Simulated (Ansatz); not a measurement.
```yaml
atoms:
  - { symbol: C, position_ang: [-0.4990, 0.8773, 0.3826] }
  - { symbol: O, position_ang: [-0.4415, -0.5406, 0.2619] }
  - { symbol: C, position_ang: [0.5609, -1.0461, -0.4308] }
  - { symbol: Se, position_ang: [0.8033, -2.7673, -0.7021] }
  - { symbol: H, position_ang: [-1.3738, 1.0985, 1.0010] }
  - { symbol: H, position_ang: [0.4061, 1.2636, 0.8733] }
  - { symbol: H, position_ang: [-0.6186, 1.3470, -0.6043] }
  - { symbol: H, position_ang: [1.2550, -0.2895, -0.8374] }
```

Level of theory: RKS r2SCANh-D4/def2-SVP in Ansatz.

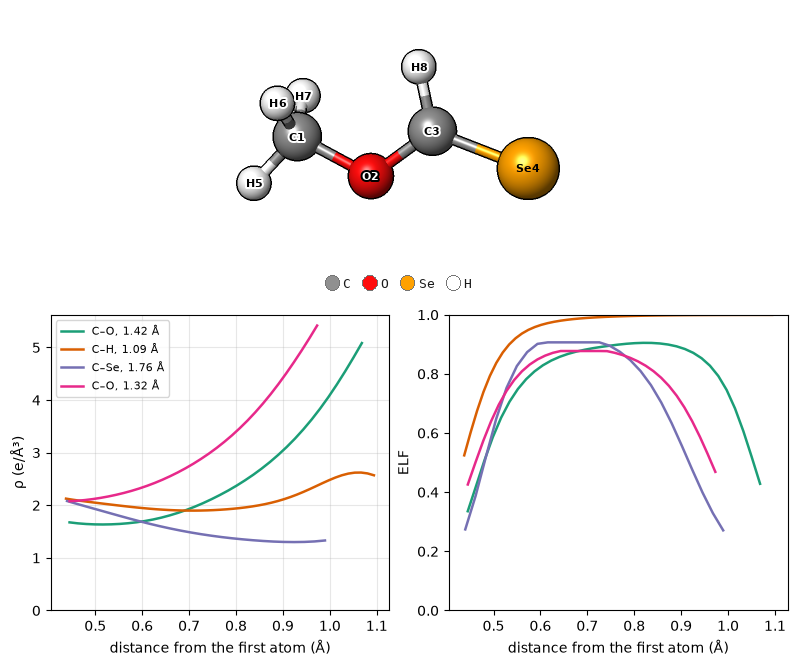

C₂H₄OSe. Electron density and ELF along straight lines between neighbouring atoms. The curves leave out the atomic cores. The structure is drawn too.

**What can be read from the curves?**

C–O (1.42 Å): ρ is about 2 e/Å³ halfway, with its minimum of 1.6 e/Å³ about 0.5 Å from C; the ELF peaks at about 0.90 between the atoms; a shared but strongly polarised pair.
C–H (1.09 Å): ρ at the midpoint is about 2 e/Å³; the ELF climbs to about 1 towards the hydrogen, as it does in any bond to H (an ordinary covalent bond to hydrogen).
C–Se (1.76 Å): ρ is about 1.3 e/Å³ halfway; the ELF peaks at about 0.90 between the atoms, as expected for a covalent bond.
C–O (1.32 Å): ρ is about 2.6 e/Å³ halfway; the ELF peaks at about 0.90 between the atoms; a shared but strongly polarised pair.
